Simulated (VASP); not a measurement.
Band structure of Sb (space group Im-3m). All values below come from r2SCAN meta-GGA, VASP's PBE PAW potentials (set 64) (plane waves; VASP 6.6.1).

Unless said otherwise, spin-orbit coupling is left out, though it shifts the bands of the heavy elements here.

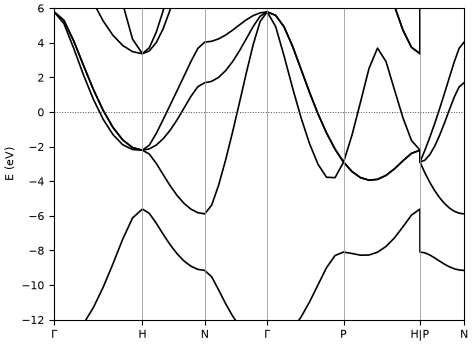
Figure. Bands along high-symmetry lines, zero at the valence-band maximum or, without a gap, the Fermi level

Task: Read the plot: is there a gap, and where are the band edges?

Result: It has no gap at this level: it comes out as a metal or semimetal.

The structure comes from a computed database's Sb entry (Im-3m); how it stands against other phases isn't given here. It was relaxed first.
